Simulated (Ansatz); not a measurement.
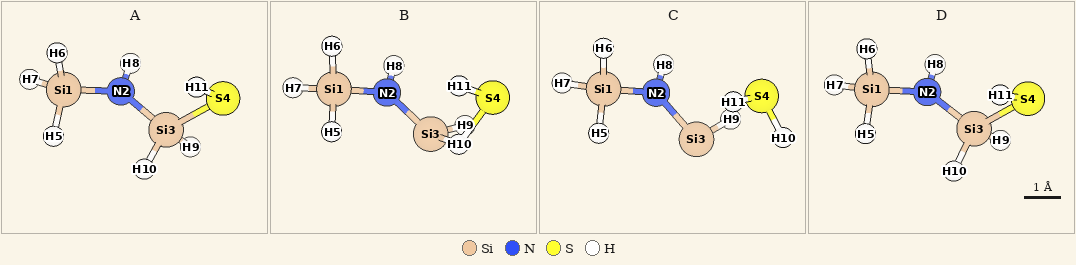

4 geometries from a converged minimum-energy path of Si$_{2}$NH$_{7}$S, shuffled. The picture is a ball-and-stick view, seen from a free direction.

These are results of RKS r2SCAN-D4/def2-SVP (Ansatz), not measurements. Settings: 7 movable images; climbing image; force threshold 0.05 eV/Å; iteration limit 60; starting path through a guess of the saddle point.

Question: Which frame is the top of the path?

Answer: B. In order along the path, whose images run from 0 to 8: A (image 1, +0.1 kJ/mol), D (image 2, +0.1 kJ/mol), B (image 5, +242.2 kJ/mol), C (image 7, +210.3 kJ/mol). Breaking: Si3–H10 (1.49 → 1.64 at the top → 3.16 Å), Si3–S4 (2.16 → 2.64 at the top → 2.85 Å). Forming: S4–H10 (3.04 → 1.67 at the top → 1.35 Å).

The run took 4.3 min on 2 threads of Intel(R) Xeon(R) 6975P-C (Granite Rapids), on a shared host, peak memory 0.19 GiB.
